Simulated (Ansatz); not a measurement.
# linear Tc chain: period, moment and channels by functional, part 2 of 4

Aim: how far do the period, the moment and the conductance of the linear Tc chain depend on the functional, the datasets and spin-orbit coupling, and at what cost?

Ansatz 0.2.0; DFT PBE, plane waves, PAW; relaxation of a chain's period (the session's first sound run).

So far. Step 2 (Relaxation of atoms and period, level PBE, cutoff 500 …): The cell's length comes to 2.169 Å with no moment. That is -21 % against the start, more than a small adjustment.

### Step 3. The perfect wire, level PBE, k-mesh 1×1×37

This step: DFT PBE, plane waves, PAW; channels and complex bands of a perfect chain (Ansatz 0.2.0).

At the relaxed period the Bloch states of the perfect chain are found at each energy: those that move forward count the open channels, and those that decay describe how a disturbance dies away inside the wire itself. An energy step of 0.035 eV is under the 0.039 eV that the program asks for its thermal average at 300 K.

The input, input.yaml:

```yaml
crystal:
  lattice:
    - [7.5, 0.0, 0.0]
    - [0.0, 7.5, 0.0]
    - [0.0, 0.0, 2.1685796436]
  atoms:
    - { symbol: Tc, position: [0.5, 0.5, 0.0] }
kpoints:
  mp_grid: { grid: [1, 1, 37] }
  band_path: { path: ["Γ", Z], npoints: 60 }
scf:
  occupations: { method: fermi_dirac, width: 0.05 }
hamiltonian:
  xc: pbe
output:
  transmission:
    e_range: [-2, 2]
    de: 0.035
    kmesh: [1, 1]
    reduced_basis: true
    leads: [[0, 0]]
  dos: { projected: true, e_range: [-6, 4] }
  write_potential: true
  write_density: true
  volumetric_format: npy
  elf: true
```

Run with:

```sh
> ansatz run input.yaml --threads 4 --pin off --max-ram 8192MiB --backend cpu --events-out ev --progress --plain --runs-dir out
```

Numbers of over 12 decimals in the logs are rounded to 6 here.

Log:

```text
[...]
Crystal: 1 atoms, lattice volume = 121.983 Å³
Basis set: ecut = 500 eV, 3055 PW (Γ)
Bands: 12, of which v1, the nominal top of the filled ones, is band 8 counted from 1 (7 counted from 0)
Symmetry: 16 space group operations
[...]
k-points: 19 of 37
[...]
SCF iter   1: F=—  HF=-5394.716613 eV  |F-HF|=—  |Δ(HF+E_count)|=         —  Δρ=3.47e-2  dr2=3.22e0  ethr=3.10e-3  ⟨swp⟩=6.4  Hψ=1413  notcnv=0
[...]
SCF iter   7: F=-5393.765598 eV  HF=-5393.765598 eV  |F-HF|=2.54e-8  |Δ(HF+E_count)|=   1.69e-8  Δρ=5.17e-6  dr2=1.44e-8  ethr=6.67e-10  ⟨swp⟩=5.0  Hψ=974  notcnv=0
SCF 1 converged in 7 iterations: F = -5393.765598 eV  dr2 = 1.44e-8
[...]
NSCF: frozen V_eff on 61 k-points
transmission: 3 of 18 steps passed
transmission: 6 of 18 steps passed
[...]
transmission: 18 of 18 steps passed
WARN: The output density's exchange-correlation potential varies sharply where the density is thin. Do not read a vacuum level from v_tot or v_xc, or from such a field of the output density. On a cell that repeats whose density bears no net charge and no dipole along the vacuum's axis use v_es (v_loc + v_h of the components); under efield.dipole_correction with no amplitude use v_es + v_field, which holds any externa [...]
SCF converged after 7 iterations
Free energy (F): -5393.765598 eV
[...]
Internal energy: -5393.753084 eV  (E = F + TS)
E sigma→0 (E₀):  -5393.759341 eV
Entropy (-TS):   -0.012514 eV (-12.514 meV/atom)
Fermi energy:    -1.571271 eV
[...]
--- Band table (eV; the first three rows and the last of 19) ---
  k-point 0: bands = [... 4 lower, -6.9420, -3.0420, -2.9385, -2.9257, 0.9439, 0.9439, 2.4224, 2.4224]
  k-point 1: bands = [... 4 lower, -6.8671, -3.0196, -2.9257, -2.9130, 0.8763, 0.8763, 2.4248, 2.4248]
  k-point 2: bands = [... 4 lower, -6.6445, -2.9522, -2.8875, -2.8750, 0.6716, 0.6716, 2.4460, 2.4460]
  k-point 18: bands = [... 4 lower, -5.7364, -5.7364, -0.7759, -0.7749, 1.2025, 5.0674, 8.9094, 8.9094]
--- Transmission ---
  basis      : 593 plane waves across, 3 finite elements along
  points     : 1, standing for a mesh of 1 x 1
  filling    : by the input's occupations and mesh, since the crystals that have channels conduct as metals do. If one of these is a semiconductor, that mesh has misplaced its level
  energies   : 115 from -2.000000 to 1.990000 eV about the Fermi level, 0.035000 eV apart; the leads are filled to 0.000000 eV, and channels, transmission and decay are at -0.005000 eV
  crystal 0  : Tc1, at the sites [0, 0], period 2.1686 Å: whole cells are its period
    offset         : up to 0.0000 Å between an atom of the period and one for which it stands
    filled         : 21.0 meV under the level at which it is neutral
    channels       : 6.000000e0 a spin
    conductance    : 8.2646e14 S/m² at 300 K; may be off by some 0.0 % by where its bands' edges are placed, 0.0 % from the distance to neutral
```

Elapsed: 11 s, on 4 threads of Arm Neoverse V1, shared host; peak memory 0.48 GiB.

Numbers from this step:

```
energy at zero smearing                                  : -5393.7593 eV
channels at the energy nearest the Fermi level, one spin : 6
conductance of the lead as this run defines it           : 6.000 G₀
band gap                                                 : 0 eV
```

The open channels of the lead, one spin by energy, zero at the Fermi level:

```
energy (eV)  open channels of the lead, one spin
     -2.000                                    3
     -1.790                                    3
     -1.615                                    3
     -1.405                                    4
     -1.195                                    6
     -0.985                                    6
     -0.810                                    6
     -0.600                                    6
     -0.390                                    6
     -0.215                                    6
     -0.005                                    6
      0.205                                    6
      0.415                                    6
      0.590                                    6
      0.800                                    6
      1.010                                    4
      1.185                                    4
      1.395                                    4
      1.605                                    4
      1.815                                    4
```

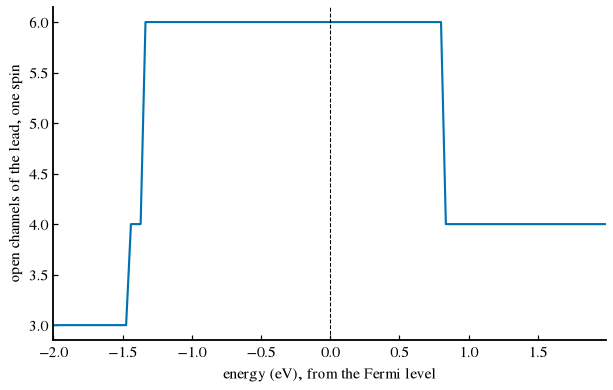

Open channels of the lead, one spin against energy.

The slowest values at each energy, most degenerate partners merged, listed up to 1.5 1/Å. Table of Im kz of the slowest decaying states by energy, zero at the Fermi level:

```
energy (eV)  decay 1 (Å⁻¹)  decay 2 (Å⁻¹)  decay 3 (Å⁻¹)  decay 4 (Å⁻¹)
     -2.000          0.384          0.536          0.542           1.24
     -1.510          0.104          0.260          0.272           1.18
     -0.985           1.12           1.21           1.35              -
     -0.495           1.06           1.16           1.30           1.47
     -0.005          0.999           1.10           1.25           1.43
      0.485          0.931           1.04           1.19           1.38
      1.010          0.250          0.250          0.852          0.969
      1.500          0.435          0.435          0.770          0.899
```

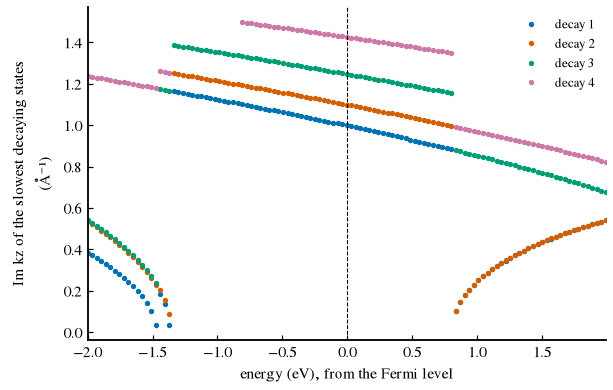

Im kz of the slowest decaying states against energy.

Electronic bands along the path, in eV, zero at the Fermi level:

```
point  band 5  band 6  band 7  band 8  band 9  band 10  band 11  band 12
    Γ   -5.37   -1.47   -1.37   -1.35    2.52     2.52     3.99     3.99
    Z   -4.17   -4.17    0.80    0.80    2.79     6.66    10.56    10.56
```

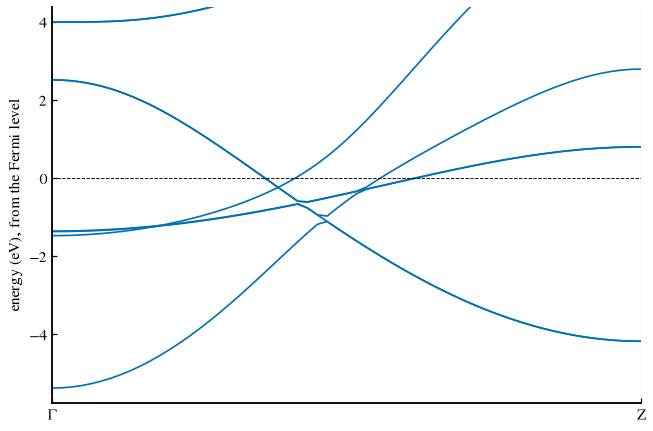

Electronic bands along the path.

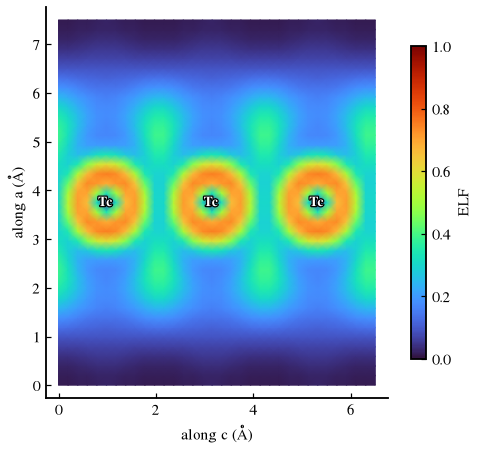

ELF in the ca plane at fractional y = 0.500, with atoms of Tc within 0.2 Å of it. It is the smooth field of the valence electrons, not physical close to the nuclei. The map starts off the cell's origin, so that atoms lie inside it.

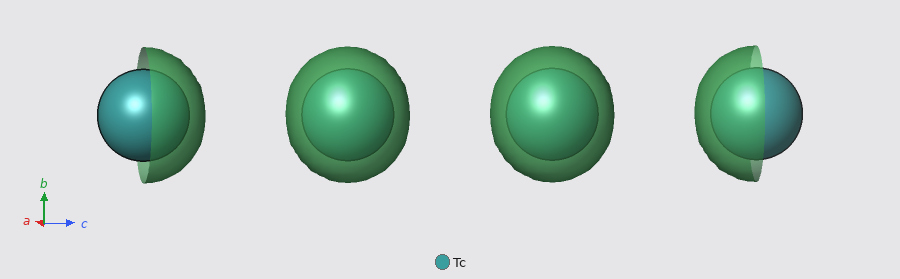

Surface of ELF = 0.67. 1×1×3 cells are drawn.

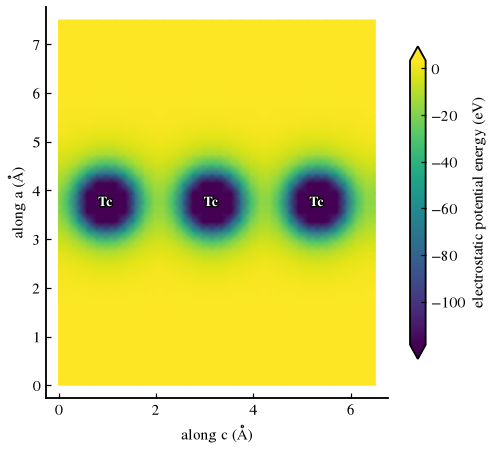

Electrostatic potential energy in the ca plane at fractional y = 0.500, with atoms of Tc within 0.2 Å of it. With pseudopotentials it is smooth inside the atoms' cores, unlike the true potential. The map starts off the cell's origin, so that atoms lie inside it.

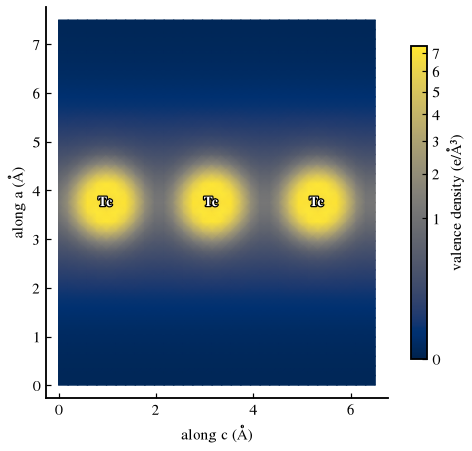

Valence density in the ca plane at fractional y = 0.500, with atoms of Tc within 0.2 Å of it. It is the smooth field of the valence electrons, not physical close to the nuclei. The map starts off the cell's origin, so that atoms lie inside it. The colour scale is stretched toward low values.

By hand: the program gives 8.2646 × 10^14 S/m² over the cell's cross-section of 56.25 Å² = 5.625 × 10^-19 m², so one cell conducts 4.649 × 10^-4 S. Divided by G0 = 2e²/h = 7.748 × 10^-5 S this is 6.00 G0, a resistance of 2.15 kΩ.

At the computed energy nearest the Fermi level there are 6 channels a spin, and the thermal average gives 6.00 G₀.

### Step 4. Relaxing the period

This step: DFT r2SCAN, plane waves, PAW; relaxation of a chain's period (Ansatz 0.2.0).

The relaxation is repeated under another functional. r2SCAN also reads the kinetic-energy density; it often gives larger moments and wider gaps than PBE, at a higher cost.

The input, input.yaml:

```yaml
crystal:
  lattice:
    - [7.5, 0.0, 0.0]
    - [0.0, 7.5, 0.0]
    - [0.0, 0.0, 2.7342]
  atoms:
    - { symbol: Tc, position: [0.5, 0.5, 0.0], spin: 2.0 }
magnetization:
  spin_polarized: true
kpoints:
  mp_grid: { grid: [1, 1, 30] }
scf:
  occupations: { method: fermi_dirac, width: 0.05 }
hamiltonian:
  xc: r2scan
relax:
  cell: { fix: [a, b, alpha, beta, gamma] }
  max_steps: 60
```

Log:

```text
[...]
Crystal: 1 atoms, lattice volume = 153.799 Å³
Basis set: ecut = 500 eV, 3865 PW (Γ), exchange–correlation on 240×240×80 points (64 copies of the dense FFT grid, shifted against one another)
Bands: 13, of which v1, the nominal top of the filled ones, is band 8 counted from 1 (7 counted from 0)
Symmetry: 16 space group operations
[...]
-0.271822       0.000000       0.000000
        0.000000      -0.271822       0.000000
        0.000000       0.000000       0.039895
  P = ⅓ Tr σ = -0.1679 GPa (-1.679 kbar)
--- Relaxed structure (8 steps of the walk, 7 accepted, 1 SCFs on fresh bases) ---
[...]
cell:  # Å, volume = 127.6049 Å³
    - [7.5, 0.0, 0.0]
    - [0.0, 7.5, 0.0]
    - [0.0, 0.0, 2.268532]
  atoms:
    - { symbol: Tc, position: [0.5, 0.5, 0.0] }
[key lines of the parts left out:]
SCF converged after 11 iterations
Magnetization: 2.1983 μB (8.5992 up, 6.4008 down)
Free energy (F): -5405.096495 eV
Fermi energy:    -1.456256 eV
```

Elapsed: 46 s, on 4 threads; peak memory 0.74 GiB.

Step by step:

```
step  energy less that of the first step (eV)  largest force component (eV/Å)  pressure (GPa)  volume (Å³)
   1                                   0.0000                          0.0000           -0.51       153.80
   2                                  -0.0212                          0.0000           -0.42       150.53
   3                                  -0.1143                          0.0000           -0.66       143.03
   4                                  -0.1819                          0.0000           -0.38       135.53
   5                                  -0.2080                          0.0000           -0.87       130.50
   6                                  -0.1730                          0.0000            1.07       123.12
   7                                  -0.2284                          0.0000           -0.24       127.87
   8                                  -0.2285                          0.0000           -0.17       127.60
  9*                                  -0.2273                          0.0000           -0.17       127.60
```

Relaxation steps marked * repeat the geometry before them on a plane-wave basis chosen anew for their cell, so energy and pressure can jump there. Relaxation step 6 was tried and not accepted.

```
cell as run  before  after   change
      c (Å)   2.734  2.269  -17.0 %
```

Final coordinates:

```
Tc
1.0
     7.50000    0.00000    0.00000
     0.00000    7.50000    0.00000
     0.00000    0.00000    2.26853
Tc
1
Direct
  0.50000 0.50000 0.00000
```

The cell's length comes to 2.269 Å, +4.6 % against the first run, with an absolute moment of 2.20 μB a cell. That is -17 % against the start, more than a small adjustment.

The cell shrank by 17.0 % in its periodic edges.

### Step 5. Bands of the perfect wire, level r2SCAN, k-mesh 1×1×36

This step: DFT r2SCAN, plane waves, PAW; channels and complex bands of a perfect chain (Ansatz 0.2.0).

The channels are counted again under r2SCAN, at the period that it gave. Its window is narrower, to save time.

input.yaml, the sections that differ from step 4:

```yaml
crystal:
  lattice:
    - [7.5, 0.0, 0.0]
    - [0.0, 7.5, 0.0]
    - [0.0, 0.0, 2.2685316755]
  atoms:
    - { symbol: Tc, position: [0.5, 0.5, 0.0], spin: 1.42 }
kpoints:
  mp_grid: { grid: [1, 1, 36] }
  band_path: { path: ["Γ", Z], npoints: 60 }
output:
  transmission:
    e_range: [-0.7, 0.7]
    de: 0.035
    kmesh: [1, 1]
    reduced_basis: true
    leads: [[0, 0]]
  dos: { projected: true, e_range: [-6, 4] }
# magnetization, scf, hamiltonian: as in step 4
# relax: removed
```

Log:

```text
[...]
Crystal: 1 atoms, lattice volume = 127.605 Å³
Basis set: ecut = 500 eV, 3201 PW (Γ), exchange–correlation on 240×240×72 points (64 copies of the dense FFT grid, shifted against one another)
Bands: 13, of which v1, the nominal top of the filled ones, is band 8 counted from 1 (7 counted from 0)
Symmetry: 16 space group operations
[...]
k-points: 19 of 36
[...]
--- Transmission ---
  basis      : 593 plane waves across, 4 finite elements along
  points     : 1, standing for a mesh of 1 x 1
[...]
crystal 0  : Tc1, at the sites [0, 0], period 2.2685 Å: whole cells are its period
[...]
filled         : 36.7 meV over the level at which it is neutral
    channels       : 4.000000e0 up, 5.000000e0 down
[...]
[key lines of the parts left out:]
SCF converged after 18 iterations
Magnetization: 2.1975 μB (8.5987 up, 6.4013 down)
Free energy (F): -5405.087681 eV
Fermi energy:    -1.430575 eV
```

Elapsed: 25 s, on 4 threads; peak memory 0.73 GiB.

At the computed energy nearest the Fermi level there are 4 spin-up and 5 spin-down channels, and the thermal average gives 4.50 G₀.

### Step 6. The relaxed wire

This step: DFT LDA, plane waves, PAW; relaxation of a chain's period (Ansatz 0.2.0).

The relaxation is repeated under another functional. LDA has no gradient terms and tends to overbind, so it marks the short end of the likely bond lengths.

input.yaml, the sections that differ from step 5:

```yaml
crystal:
  lattice:
    - [7.5, 0.0, 0.0]
    - [0.0, 7.5, 0.0]
    - [0.0, 0.0, 2.7342]
  atoms:
    - { symbol: Tc, position: [0.5, 0.5, 0.0], spin: 2.0 }
kpoints:
  mp_grid: { grid: [1, 1, 30] }
hamiltonian:
  xc: lda
relax:
  cell: { fix: [a, b, alpha, beta, gamma] }
  max_steps: 60
# magnetization, scf: as in step 5
# output: removed
```

Log:

```text
[...]
Crystal: 1 atoms, lattice volume = 153.799 Å³
Basis set: ecut = 500 eV, 3865 PW (Γ)
Bands: 13, of which v1, the nominal top of the filled ones, is band 8 counted from 1 (7 counted from 0)
Symmetry: 16 space group operations
[...]
k-points: 16 of 30
[...]
Starting moments: Σ|m| = 2 μB on 1 of 1 site
[...]
-0.242699       0.000000       0.000000
        0.000000      -0.242699       0.000000
        0.000000       0.000000      -0.005022
  P = ⅓ Tr σ = -0.1635 GPa (-1.635 kbar)
--- Relaxed structure (8 steps of the walk, 8 accepted, 1 SCFs on fresh bases) ---
[...]
cell:  # Å, volume = 119.9114 Å³
    - [7.5, 0.0, 0.0]
    - [0.0, 7.5, 0.0]
    - [0.0, 0.0, 2.131759]
  atoms:
    - { symbol: Tc, position: [0.5, 0.5, 0.0] }
[key lines of the parts left out:]
SCF converged after 8 iterations
Magnetization: -0.0000 μB (7.5000 up, 7.5000 down)
Free energy (F): -5276.375272 eV
Fermi energy:    -1.819099 eV
```

Run time: 12 s. Hardware: 4 threads; peak memory 0.43 GiB; 46 s of CPU time.

The steps of the relaxation:

```
step  energy less that of the first step (eV)  largest force component (eV/Å)  pressure (GPa)  volume (Å³)
   1                                   0.0000                          0.0000           -2.17       153.80
   2                                  -0.3184                          0.0000           -2.76       146.30
   3                                  -0.6872                          0.0000           -2.69       138.80
   4                                  -1.0856                          0.0000           -3.27       131.31
   5                                  -1.4240                          0.0000           -1.63       123.81
   6                                  -1.4468                          0.0000            1.18       117.11
   7                                  -1.4807                          0.0000           -0.13       119.85
   8                                  -1.4807                          0.0000           -0.16       119.91
  9*                                  -1.4803                          0.0000           -0.16       119.91
```

Relaxation steps marked * repeat the geometry before them on a plane-wave basis chosen anew for their cell, so energy and pressure can jump there.

```
cell as run  before  after   change
      c (Å)   2.734  2.132  -22.0 %
```

Final coordinates:

```xyz
1
Lattice="7.5000 0.0000 0.0000 0.0000 7.5000 0.0000 0.0000 0.0000 2.1318" Properties=species:S:1:pos:R:3
Tc    3.7500    3.7500    0.0000
```

The cell's length comes to 2.132 Å, -1.7 % against the first run, with no moment. That is -22 % against the start, more than a small adjustment.

The cell shrank by 22.0 % in its periodic edges.

### Step 7. The wire at its relaxed period, level LDA, k-mesh 1×1×38

This step: DFT LDA, plane waves, PAW; channels and complex bands of a perfect chain (Ansatz 0.2.0).

The channels are counted again under LDA, at the period that it gave.

The input, input.yaml:

```yaml
crystal:
  lattice:
    - [7.5, 0.0, 0.0]
    - [0.0, 7.5, 0.0]
    - [0.0, 0.0, 2.1317589931]
  atoms:
    - { symbol: Tc, position: [0.5, 0.5, 0.0] }
kpoints:
  mp_grid: { grid: [1, 1, 38] }
  band_path: { path: ["Γ", Z], npoints: 60 }
scf:
  occupations: { method: fermi_dirac, width: 0.05 }
hamiltonian:
  xc: lda
output:
  transmission:
    e_range: [-2, 2]
    de: 0.035
    kmesh: [1, 1]
    reduced_basis: true
    leads: [[0, 0]]
  dos: { projected: true, e_range: [-6, 4] }
```

Log:

```text
[...]
Crystal: 1 atoms, lattice volume = 119.911 Å³
Basis set: ecut = 500 eV, 3055 PW (Γ)
Bands: 12, of which v1, the nominal top of the filled ones, is band 8 counted from 1 (7 counted from 0)
Symmetry: 16 space group operations
[...]
k-points: 20 of 38
[...]
k-point 19: bands = [... 4 lower, -6.2302, -6.2302, -0.8906, -0.8893, 1.1474, 5.1077, 8.9612, 8.9612]
--- Transmission ---
  basis      : 593 plane waves across, 3 finite elements along
  points     : 1, standing for a mesh of 1 x 1
[...]
crystal 0  : Tc1, at the sites [0, 0], period 2.1318 Å: whole cells are its period
[...]
filled         : 2.0 meV under the level at which it is neutral
    channels       : 6.000000e0 a spin
[...]
[key lines of the parts left out:]
SCF converged after 7 iterations
Free energy (F): -5276.366885 eV
Fermi energy:    -1.754227 eV
```

Elapsed: 10 s, on 4 threads; peak memory 0.47 GiB; 36 s of CPU time.

The open channels of the lead, one spin by energy, zero at the Fermi level:

```
energy (eV)  open channels of the lead, one spin
     -2.000                                    3
     -1.510                                    4
     -0.985                                    6
     -0.495                                    6
     -0.005                                    6
      0.485                                    6
      1.010                                    4
      1.500                                    4
```

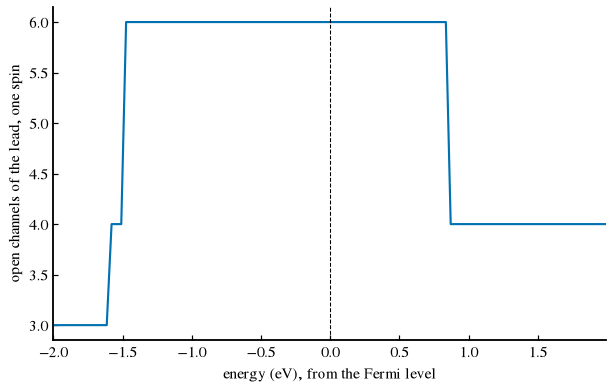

Open channels of the lead, one spin against energy.

At the computed energy nearest the Fermi level there are 6 channels a spin, and the thermal average gives 6.00 G₀.

[end of part 2 of 4]

[Logs are printed without paths, hosts, clocks, repeated set-up lines and the standing remarks that a program may print on its own settings, such as how far it seeks lower states.]

[Hosts, paths, dates, database ids (printed as entryN), source tags and the programs' standing remarks are cut or masked in the printed files.]
